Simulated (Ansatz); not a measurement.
# CH3F2NSi: how energies converge with the basis set

How large a basis does CH3F2NSi need? Two functionals are run in growing sets.

The runs use Ansatz 0.2.0, Gaussian basis; one geometry, several basis sets.

Plan: PBE0-D4/def2-SVP; ωB97M-V/def2-SVP; PBE0-D4/def2-QZVPP; ωB97M-V/def2-QZVPP; the functionals' def2-TZVPP values are taken from earlier runs.

## 1. The geometry

An earlier PBE0-D4 in a triple-zeta def2 set relaxation fixed the geometry.

SMILES `F/C=N/[SiH2]F`, 8 atoms, charge 0, spin multiplicity 1.

Atoms are counted from 1 here; the program's logs count them from 0.

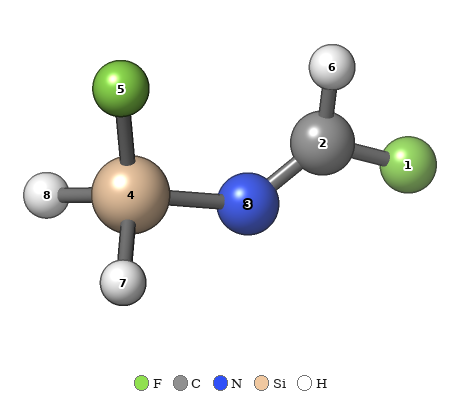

The geometry (fluorine green, carbon grey, nitrogen blue, silicon light orange, hydrogen white); atoms are numbered from 1 in the order of the file.

Geometry (Å):

```mol
CH3F2NSi
  3D, bonds by distance, orders not assigned

  8  7  0  0  0  0  0  0  0  0999 V2000
   -1.7001    1.7449    1.2067 F   0  0
   -0.9661    0.6868    0.8611 C   0  0
   -0.2200    0.7190   -0.1218 N   0  0
    0.8121   -0.4801   -0.7722 Si  0  0
    0.7596   -1.8406    0.0718 F   0  0
   -1.1503   -0.1291    1.5646 H   0  0
    2.1981    0.0267   -0.7219 H   0  0
    0.3589   -0.7847   -2.1441 H   0  0
  1  2  8  0
  2  3  8  0
  3  4  8  0
  4  5  8  0
  2  6  8  0
  4  7  8  0
  4  8  8  0
M  END
```

## 2. PBE0-D4 in def2-SVP

File in.yaml:

```yaml
crystal:
  periodic: [false, false, false]
  atoms:
    - {symbol: F, position_ang: [-1.700075, 1.744921, 1.206717]}
    - {symbol: C, position_ang: [-0.966059, 0.686813, 0.861118]}
    - {symbol: N, position_ang: [-0.219997, 0.719036, -0.121757]}
    - {symbol: Si, position_ang: [0.812078, -0.480088, -0.772199]}
    - {symbol: F, position_ang: [0.759608, -1.840633, 0.071837]}
    - {symbol: H, position_ang: [-1.150336, -0.129133, 1.564570]}
    - {symbol: H, position_ang: [2.198070, 0.026703, -0.721862]}
    - {symbol: H, position_ang: [0.358911, -0.784719, -2.144125]}
basis:
  gaussian: {orbitals: def2-SVP}
hamiltonian: {xc: pbe0, dispersion: d4}
output: {orbitals: {seedname: orbitals}}
```

Command:

```sh
$ ansatz run in.yaml --threads 2 --pin off --events-out ev --progress --plain --max-ram 4352MiB
```

The program printed:

```text
Functional definition: PBE0
  name "PBE0"
  cite "Adamo & Barone, J. Chem. Phys. 110, 6158 (1999) doi:10.1063/1.478522"
  cite "Perdew, Burke & Ernzerhof, Phys. Rev. Lett. 77, 3865 (1996) doi:10.1103/PhysRevLett.77.3865"
  parent pbe
  parameter a = 0.25
  parameter kappa = 0.804
  parameter beta = 0.06672455060314922
  exchange = (1 - a)*pbe_x(kappa = kappa, mu = beta*pi^2/3) + a*exact_x
  correlation = pbe_c(beta = beta)
863 factors; integrals over basis functions are off by at most 1.2e-3 eV
mean field evaluation 1: about -15863.8050 eV, gradient 5.0e1 eV
mean field evaluation 2: about -15857.1096 eV, gradient 7.5e1 eV
mean field evaluation 4: about -15868.4141 eV, gradient 3.8e0 eV
mean field evaluation 8: about -15868.5757 eV, gradient 3.2e-1 eV
mean field evaluation 16: about -15868.5759 eV, gradient 4.0e-5 eV
mean field -15868.57588324 eV, -583.1594076018 hartree, gradient 4.0e-5 eV, S^2 0.000000; 0 other end points of the search recorded, 0 dependent functions left out
reference -15868.57590487 eV, -583.1594083968 hartree; 24, 24 occupied and 65, 65 virtual orbitals, 863 factors
Total energy: -15868.69610217 eV, -583.1638255663 hartree
```

Wall time 1.4 s (2 threads of Arm Neoverse V1, shared host).

## 3. ωB97M-V in def2-SVP

Changes to in.yaml since step 2:

```diff
@@ -13,3 +13,3 @@
   gaussian: {orbitals: def2-SVP}
-hamiltonian: {xc: pbe0, dispersion: d4}
+hamiltonian: {xc: {name: wB97M-V}}
 output: {orbitals: {seedname: orbitals}}
```

Same command.

The program printed, cut to the lines that bear on the results:

```text
Functional definition: wB97M-V
  name "wB97M-V"
  cite "Mardirossian & Head-Gordon, J. Chem. Phys. 144, 214110 (2016) doi:10.1063/1.4952647"
  cite "Becke, J. Chem. Phys. 107, 8554 (1997) doi:10.1063/1.475007"
  cite "Vydrov & Van Voorhis, J. Chem. Phys. 133, 244103 (2010) doi:10.1063/1.3521275"
  # Of w^i u^j: cxij and so on, Table III.
[...]
  gx(w, u) = 1 - cx + cx01*u + cx10*w
  gss(w, u) = css00 + css04*u^4 + css10*w + css20*w^2 + css43*w^4*u^3
  gos(w, u) = cos00 + cos10*w + (cos20 + cos21*u)*w^2 + (cos60 + cos61*u)*w^6
[...]
      + integral(e_c_pw_mod_opposite_spin*gos(b97_w_opposite, b97_u_opposite)) + vv10(b, c)
863 factors; integrals over basis functions are off by at most 1.2e-3 eV
236 factors; integrals over basis functions are off by at most 8.0e-6 eV
[...]
mean field -15877.16360869 eV, -583.4750006914 hartree, gradient 4.3e-5 eV, S^2 0.000000; 0 other end points of the search recorded, 0 dependent functions left out
reference -15877.16364275 eV, -583.4750019429 hartree; 24, 24 occupied and 65, 65 virtual orbitals, 863 factors
Total energy: -15877.16364275 eV, -583.4750019429 hartree
```

It took 6.5 s on 2 threads of Arm Neoverse V1, shared host.

## 4. PBE0-D4 in def2-QZVPP

Changes to in.yaml since step 3:

```diff
@@ -12,4 +12,4 @@
 basis:
-  gaussian: {orbitals: def2-SVP}
-hamiltonian: {xc: {name: wB97M-V}}
+  gaussian: {orbitals: "def2-QZVPP.json"}
+hamiltonian: {xc: pbe0, dispersion: d4}
 output: {orbitals: {seedname: orbitals}}
```

The command is unchanged.

The program printed:

```text
Functional definition: PBE0
  name "PBE0"
  cite "Adamo & Barone, J. Chem. Phys. 110, 6158 (1999) doi:10.1063/1.478522"
  cite "Perdew, Burke & Ernzerhof, Phys. Rev. Lett. 77, 3865 (1996) doi:10.1103/PhysRevLett.77.3865"
  parent pbe
  parameter a = 0.25
  parameter kappa = 0.804
  parameter beta = 0.06672455060314922
  exchange = (1 - a)*pbe_x(kappa = kappa, mu = beta*pi^2/3) + a*exact_x
  correlation = pbe_c(beta = beta)
1283 factors; their error is unknown
mean field evaluation 1: about -15875.7555 eV, gradient 6.1e1 eV
mean field evaluation 2: about -15865.7792 eV, gradient 9.0e1 eV
mean field evaluation 4: about -15881.9449 eV, gradient 6.4e0 eV
mean field evaluation 8: about -15882.0158 eV, gradient 2.7e-1 eV
mean field evaluation 16: about -15882.0159 eV, gradient 1.9e-5 eV
mean field -15882.01587310 eV, -583.6533181196 hartree, gradient 1.9e-5 eV, S^2 0.000000; 0 other end points of the search recorded, 0 dependent functions left out
reference -15882.01590627 eV, -583.6533193382 hartree; 24, 24 occupied and 364, 364 virtual orbitals, 1283 factors
Total energy: -15882.13610357 eV, -583.6577365077 hartree
```

Wall time 8.5 s (2 threads of Arm Neoverse V1, shared host); peak memory 1.1 GiB.

## 5. ωB97M-V in def2-QZVPP

Changes to in.yaml since step 4:

```diff
@@ -13,3 +13,3 @@
   gaussian: {orbitals: "def2-QZVPP.json"}
-hamiltonian: {xc: pbe0, dispersion: d4}
+hamiltonian: {xc: {name: wB97M-V}}
 output: {orbitals: {seedname: orbitals}}
```

Launched as before.

The program printed, cut to the lines that bear on the results:

```text
Functional definition: wB97M-V
  name "wB97M-V"
  cite "Mardirossian & Head-Gordon, J. Chem. Phys. 144, 214110 (2016) doi:10.1063/1.4952647"
  cite "Becke, J. Chem. Phys. 107, 8554 (1997) doi:10.1063/1.475007"
  cite "Vydrov & Van Voorhis, J. Chem. Phys. 133, 244103 (2010) doi:10.1063/1.3521275"
  # Of w^i u^j: cxij and so on, Table III.
[...]
  gx(w, u) = 1 - cx + cx01*u + cx10*w
  gss(w, u) = css00 + css04*u^4 + css10*w + css20*w^2 + css43*w^4*u^3
  gos(w, u) = cos00 + cos10*w + (cos20 + cos21*u)*w^2 + (cos60 + cos61*u)*w^6
[...]
      + integral(e_c_pw_mod_opposite_spin*gos(b97_w_opposite, b97_u_opposite)) + vv10(b, c)
1263 factors; their error is unknown
276 factors; integrals over basis functions are off by at most 7.7e-6 eV
[...]
mean field -15890.79937017 eV, -583.9761056831 hartree, gradient 4.0e-5 eV, S^2 0.000000; 0 other end points of the search recorded, 0 dependent functions left out
reference -15890.79942511 eV, -583.9761077021 hartree; 24, 24 occupied and 364, 364 virtual orbitals, 1263 factors
Total energy: -15890.79942511 eV, -583.9761077021 hartree
```

Wall time 22 s (2 threads of Arm Neoverse V1, shared host); peak memory 1.2 GiB.

## 6. Density functionals: the series

The def2-TZVPP values come from earlier runs at the same geometry.

```tsv
functional	basis	functions	energy (eV)	from the largest (eV)	HOMO (eV)	LUMO (eV)
PBE0-D4	def2-SVP	89	-15868.6961	13.440	-8.55	-0.71
PBE0-D4	def2-TZVPP	208	-15881.4209	0.715	-8.69	-0.90
PBE0-D4	def2-QZVPP	388	-15882.1361	0.000	-8.72	-0.97
ωB97M-V	def2-SVP	89	-15877.1636	13.636	-10.91	1.65
ωB97M-V	def2-TZVPP	208	-15890.1336	0.666	-11.07	1.38
ωB97M-V	def2-QZVPP	388	-15890.7994	0.000	-11.10	1.26
```

## 7. Results

| quantity | value |
| --- | --- |
| PBE0-D4: double and triple zeta above quadruple | 13.44, 0.72 eV |
| ωB97M-V: double and triple zeta above quadruple | 13.64, 0.67 eV |

What this shows: PBE0-D4 gains 12.72 eV from double to triple zeta, then 0.72 eV more. Total energies overstate the basis error of differences, where much of it tends to cancel.

For PBE0-D4 the largest set took about 6 times as long as the smallest (8.5 s against 1.4 s).
